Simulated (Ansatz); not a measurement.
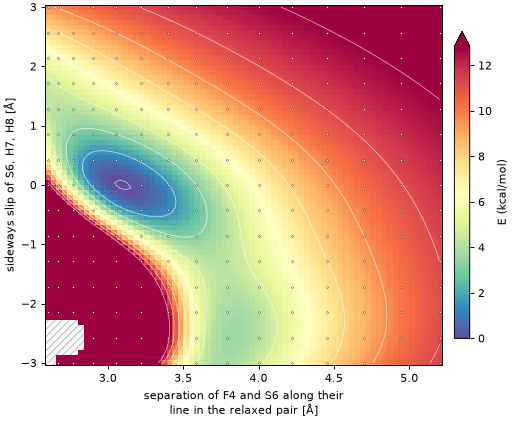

Energy landscape of the pair BF₄···H₂S, charge −1. Coordinates scanned: (1) separation of F4 and S6 along their line in the relaxed pair; (2) sideways slip of S6, H7, H8. Nothing is relaxed (both partners rigid). The grid has 15 × 15 points. At 4 points there is no value (left out of the scan, as a rule where atoms come close). Points are written as (first, second). Energies are in kcal/mol, from the lowest grid point. Theory: Ansatz 0.2.0, RKS SPW92 (LDA)/def2-SVPD.

Drawn: a smooth colour map with a few white contour lines, dots at the grid points, one colour for all values above the top of the scale, hatched blanks where no value was computed. Between grid points the surface is interpolated. 

Question: Describe this landscape.

Answer: The lowest grid point is at (3.052 Å, 0.00 Å). There is a further well near (3.790 Å, −2.57 Å) (3.6 kcal/mol above the lowest at that grid point). The highest grid point, (2.602 Å, −2.14 Å), lies 343.7 kcal/mol above the lowest. On the interpolated surface the easiest way out of the lowest well to the well at about (3.85 Å, −2.49 Å) passes a barrier of about 4.3 kcal/mol. Round the minimum the valley is somewhat tilted: raising the first coordinate shifts the best value of sideways slip of S6, H7, H8 downwards (coupling k₁₂/√(k₁₁k₂₂) about 0.5).

Each point was launched as `ansatz run input.yaml --threads 1 --pin off --max-ram 2560MiB --backend cpu --events-out ev --progress --plain --runs-dir out`. The whole map (221 points run) took 13 min on 1 thread of Arm Neoverse V2, on a shared host.
